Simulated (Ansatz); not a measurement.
**Fields on a plane of ZnAu (CsCl type)**

```
ZnAu
1.0
    3.09586     0.00000     0.00000
    0.00000     3.09586     0.00000
    0.00000     0.00000     3.09586
Zn Au
1 1
Direct
  0.50000   0.50000   0.50000
  0.00000   0.00000   0.00000
```

The slice is a {110} plane (indices of the conventional cell) through the point (0.000, 0.000, 0.000) (fractional), spanned by u = [100] and v = [011] in vectors of this cell: u (3.10 Å) and v (4.38 Å, at 90° to u). It covers one period; positions are fractions (u, v).

Atoms on it: Zn at (0.50, 0.50); Au at (0.00, 0.00).

These are LDA (plane waves to 420 eV, PAW, scalar-relativistic; Ansatz, an electronic-structure program) values and carry that method's errors. k mesh 15×15×15. These are valence fields of a PAW run, semicore shells included where kept as valence: close to a nucleus they are smooth pseudo fields. Spin-orbit coupling is left out, though Au is heavy. ZnAu was relaxed with its symmetry unable to fall.

```
|xxxxxxxxxx::%%@@%%::xxxxxxxx|
|xxxxxxxxxx==%%@@%%==xxxxxxxx|
|xxxxxxxx  **%%@@%%**  xxxxxx|
|xxxxxx  ==##%%%%%%##==  xxxx|
|  ..--++++++++++++++++++--..|
|######**==xxxxxxxxxx==**####|
|@@@@##++xxxxxxxxxxxxxx++##@@|
|@@@@**xxxxxxxxxxxxxxxxxx**@@|
|@@%%**xxxxxxxxxxxxxxxxxx**%%|
|@@%%++xxxxxxxxxxxxxxxxxx++%%|
|@@%%**xxxxxxxxxxxxxxxxxx**%%|
|@@@@**xxxxxxxxxxxxxxxxxx**@@|
|@@@@##++xxxxxxxxxxxxxx++##@@|
|######**==xxxxxxxxxx==**####|
|  ..--++++++++++++++++++--..|
|xxxxxx  ==##%%%%%%##==  xxxx|
|xxxxxxxx  **%%@@%%**  xxxxxx|
|xxxxxxxxxx==%%@@%%==xxxxxxxx|
|xxxxxxxxxx::%%@@%%::xxxxxxxx|
|xxxxxxxxxx..##@@##..xxxxxxxx|
```
Scale: ten equal steps from 2.25 (start of ' ') to 10.35 (end of '@'), in the order ' .:-=+*#%@'. Values: electrostatic potential energy of an electron, from the cell's mean, in eV. The map has 14 points along u (two characters each, u = 0 at the left) and 20 along v (v = 0 in the bottom row). Points within 1 Å of a nucleus are blanked (x), as the pseudised field means little there. The zero, the cell's mean, hangs on the PAW cores.

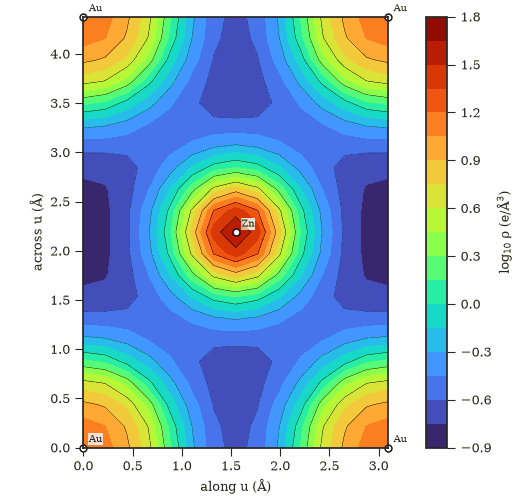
*Log₁₀ of the valence density in e/Å³, one period of the plane, atoms marked. The scale is logarithmic, as a density can span decades between atoms and voids.*

| Quantity | Result |
|---|---|
| Density on the Zn–Au line (2.68 Å) at its density minimum, 1.2 Å from Zn | 0.29 e/Å³ |
| ELF at that point | 0.2 |
